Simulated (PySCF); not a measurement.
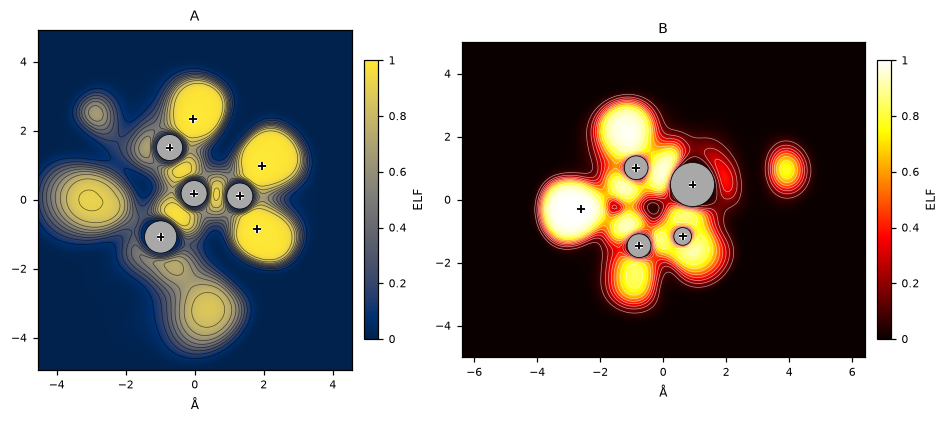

The electron localisation function of 2 systems, each on a plane through atoms (crosses mark nuclei in the plane; grey discs cover the cores).

Level of theory: PBE0/pcSseg-1, SCF density, gas phase, non-relativistic (PySCF 2.14.0).

System 1: C$_{5}$H$_{11}$BClP (SMILES C=C(CCCl)B(C)P), the plane of atoms C1, C2 and C3. Geometry: GFN2-xTB.

```yaml
atoms:
  - { symbol: C, position_ang: [0.3746, -0.8724, 1.9387] }
  - { symbol: C, position_ang: [0.3847, -0.4540, 0.6807] }
  - { symbol: C, position_ang: [1.6538, -0.4742, -0.1404] }
  - { symbol: C, position_ang: [1.7943, 0.8671, -0.8396] }
  - { symbol: Cl, position_ang: [0.1945, 1.2716, -1.5159] }
  - { symbol: B, position_ang: [-0.8873, 0.0966, -0.0946] }
  - { symbol: C, position_ang: [-1.6899, -0.9440, -1.0123] }
  - { symbol: P, position_ang: [-1.9848, 1.3456, 0.9266] }
  - { symbol: H, position_ang: [-0.5341, -0.8529, 2.5173] }
  - { symbol: H, position_ang: [1.2509, -1.2619, 2.4350] }
  - { symbol: H, position_ang: [2.5354, -0.6603, 0.4755] }
  - { symbol: H, position_ang: [1.5803, -1.2694, -0.8878] }
  - { symbol: H, position_ang: [2.5054, 0.8568, -1.6643] }
  - { symbol: H, position_ang: [2.0455, 1.6591, -0.1339] }
  - { symbol: H, position_ang: [-1.0385, -1.5553, -1.6361] }
  - { symbol: H, position_ang: [-2.4150, -0.4608, -1.6668] }
  - { symbol: H, position_ang: [-2.2499, -1.6285, -0.3767] }
  - { symbol: H, position_ang: [-1.0076, 2.3112, 1.1377] }
  - { symbol: H, position_ang: [-2.5223, 2.0348, -0.1506] }
```

System 2: C$_{5}$H$_{12}$O$_{2}$Si, the plane of atoms Si4, O8 and C7. Geometry: PBE0-D3(BJ)/def2-SVP.

```xyz
20

C     3.3508    0.4946   -0.6711
C     2.1426   -0.3801   -0.9095
O     1.0737    0.0590   -0.1040
Si   -0.2705   -0.8192    0.3030
C    -1.3883    0.1967    1.4066
C    -2.3120    0.8167    0.3454
C    -2.5578   -0.2419   -0.7358
O    -1.3656   -0.9714   -0.9574
H     3.1181    1.5435   -0.9078
H     4.1951    0.1739   -1.3001
H     3.6615    0.4442    0.3832
H     1.8460   -0.3409   -1.9738
H     2.3882   -1.4368   -0.6849
H     0.1728   -2.1742    0.7356
H    -0.8722    0.9471    2.0214
H    -1.9507   -0.4691    2.0838
H    -3.2642    1.1804    0.7640
H    -1.8061    1.6849   -0.1095
H    -3.3571   -0.9383   -0.4173
H    -2.8837    0.2179   -1.6831
```

> Which map belongs to which system?

Panel A is system 1, C$_{5}$H$_{11}$BClP: the plane holds C, B and H. C–C (1.33 Å): the ELF peaks at about 0.90 between the atoms; a multiple bond. Panel B is system 2, C$_{5}$H$_{12}$O$_{2}$Si: the plane holds Si, C, O and H. C–O (1.42 Å): the ELF peaks at about 0.90 between the atoms: a shared but strongly polarised pair.
